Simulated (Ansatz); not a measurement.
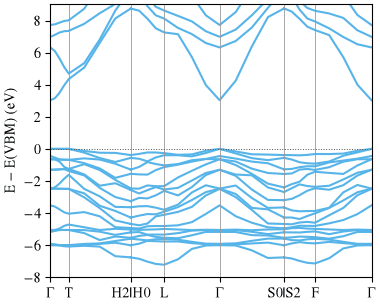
Fig. 1. Band structure from plane-wave PAW HSE06 (Ansatz code)

Problem. Read off the gap and where the band edges lie.

Solution. About 3.0 eV (3.03 eV among the points solved); maximum at T, minimum at Γ.

The material is ZnInGaO4 in space group R3m (No. 160; Pearson symbol hR7).

Symmetry was held in the HSE06 relaxation. The hybrid was solved on a coarse mesh, the path and, where they were found, the r²SCAN edge points; its band edges are the extreme levels among these. Scalar-relativistic: spin–orbit coupling is off unless named, which matters more the heavier the elements.

Potentials: the later of the program's two PAW sets.
